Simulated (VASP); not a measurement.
Band structure of Mg2Si (antifluorite). Calculation: modified Becke-Johnson potential (mBJ), VASP's PBE PAW potentials (set 64) (plane waves; VASP).

mBJ is a potential without an energy functional, so only the levels count.

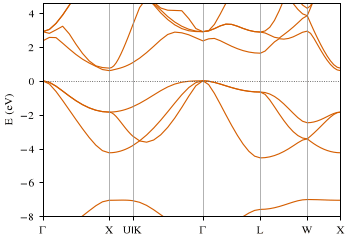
Bands along high-symmetry lines, zero at the valence-band maximum or, without a gap, the Fermi level

Read the plot: is there a gap, and where are the band edges?

The gap is indirect, 0.60 eV, from the valence maximum at Γ to the conduction minimum at X.

Measured: gap 0.77 eV (computed value off by -0.17 eV), as given by Byungki Ryu et al., Journal of the Korean Physical Society (2019), arXiv:1905.06140.

The compound is Mg2Si in the antifluorite structure. It was relaxed first. The k-mesh is coarse (spacing up to 0.43 per Å, 2π included), so the numbers may not be converged in it. The cell's shape comes from a PBE relaxation.
